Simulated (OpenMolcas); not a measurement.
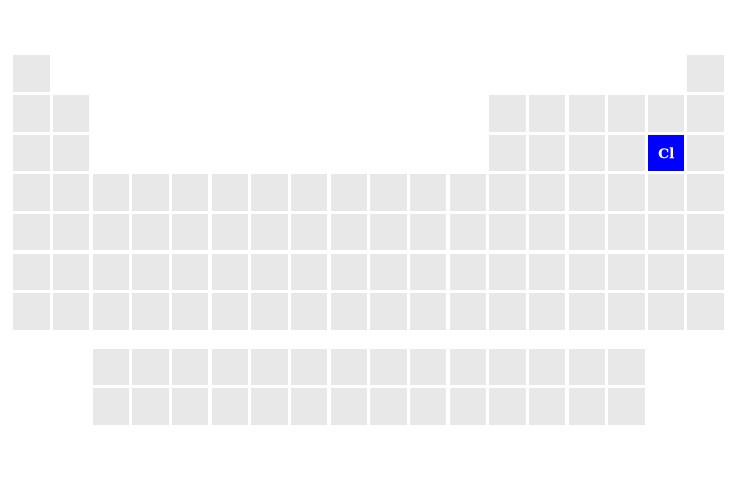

The place of chlorine in the periodic table.

**Multiconfigurational calculation for Cl⁴⁺**

- system: Cl⁴⁺.
- method: state-averaged MS-CASPT2, IPEA shift 0.25, imaginary shift 0.1 hartree, semicore shells correlated, active space 3 electrons in the shells 3s 3p, basis ANO-R2, X2C scalar Hamiltonian, spin-orbit coupling by RASSI with atomic mean-field integrals (OpenMolcas)

Input file:
```
&GATEWAY
Coord
1

Cl 0.0 0.0 0.0
Basis=ANO-R2
Group=XYZ
NoMove
AngMom=0.0 0.0 0.0
AMFI
&SEWARD
&RASSCF
FileOrb=start.orb
Symmetry=2
Spin=4
nActEl=3 0 0
Inactive=2 3
Ras2=1 3
CIRoot=1 1 1
SDav=1
CIMx=300
Iter=120 100
PrWF=0.3
OrbListing=Nothing
MaxOrb=0
Atom
>>> COPY $Project.JobIph JOB001
&RASSCF
FileOrb=start.orb
Symmetry=2
Spin=2
nActEl=3 0 0
Inactive=2 3
Ras2=1 3
CIRoot=3 3 1
SDav=11
CIMx=300
Iter=120 100
PrWF=0.3
OrbListing=Nothing
MaxOrb=0
Atom
>>> COPY $Project.JobIph JOB002
&RASSCF
FileOrb=start.orb
Symmetry=1
Spin=4
nActEl=3 0 0
Inactive=2 3
Ras2=1 3
CIRoot=3 3 1
SDav=3
CIMx=300
Iter=120 100
PrWF=0.3
OrbListing=Nothing
MaxOrb=0
Atom
>>> COPY $Project.JobIph JOB003
&RASSCF
FileOrb=start.orb
Symmetry=1
Spin=2
nActEl=3 0 0
Inactive=2 3
Ras2=1 3
CIRoot=6 6 1
SDav=9
CIMx=300
Iter=120 100
PrWF=0.3
OrbListing=Nothing
MaxOrb=0
Atom
>>> COPY $Project.JobIph JOB004
&RASSI
NrOfJobIphs=3 3 3 6
1 2 3
1 2 3
1 2 3 4 5 6
IphNames
JOB002
JOB003
JOB004
EJob
SpinOrbit
DIPRint=1.0
SOCoupling=1000.0
Subsets=2
MEES
Property=10
'ANGMOM' 1 'ANGMOM' 2 'ANGMOM' 3 'MLTPL  1' 1 'MLTPL  1' 2 'MLTPL  1' 3
'AMFI' 1 'AMFI' 2 'AMFI' 3 'MLTPL  2' 6
SOProperty=3
'ANGMOM' 1 'ANGMOM' 2 'ANGMOM' 3
>>> COPY JOB002 $Project.JobIph
&CASPT2
Multistate=3 1 2 3
Frozen=21 20
IPEA=0.25
Imaginary=0.1
MaxIter=60
WThr=0.0 0.3 0.05
PrWF=0.5
NoMix
```

The file start.orb holds starting orbitals from an earlier step.

Command:
```bash
OMP_NUM_THREADS=1 MOLCAS_MEM=2252 MOLCAS_PROJECT=a pymolcas a.inp > a.log  # once for each step of the input, in one work folder
```

The program's output (extracts):
```
|       MOLCAS_SOURCE = [file]
  |    MOLCAS_STRUCTURE = 0
  |
   --------------------------------------------------------------------------------------
++ ---------   Input file   ---------
>>> COPY JOB002 $Project.JobIph
&CASPT2
Multistate=3 1 2 3
Frozen=21 20
IPEA=0.25
Imaginary=0.1
MaxIter=60
WThr=0.0 0.3 0.05
PrWF=0.5
NoMix
-- ----------------------------------
>>> COPY JOB002 a.JobIph
*** symbolic link created: INPORB -> a.RasOrb
--- Start Module: caspt2 at  ---
()()()()()()()()()()()()()()()()()()()()()()()()()()()()()()()()()()()()()()()()()()()()()()()()()()
                                              &CASPT2
                                   only a single process is used
                       available to each process: 2.3 GB of memory, 1 thread
()()()()()()()()()()()()()()()()()()()()()()()()()()()()()()()()()()()()()()()()()()()()()()()()()()
 ###    WARNING: User changed nr of frozen orbitals.                         ###
 ###    ERROR: Too many frozen orbitals!                                     ###
--- Stop Module: caspt2 at  /rc=_RC_INPUT_ERROR_ ---
.####################.
.# User input error #.
.####################.
```

Outcome:

- outcome: refused by the program
- hardware: 1 thread of Arm Neoverse V2, 24 GiB of memory available, shared host

What went wrong:

The input is odd on purpose: too many frozen. The program refused the input; the driver noted: CASPT2 spin 2: _RC_INPUT_ERROR_.
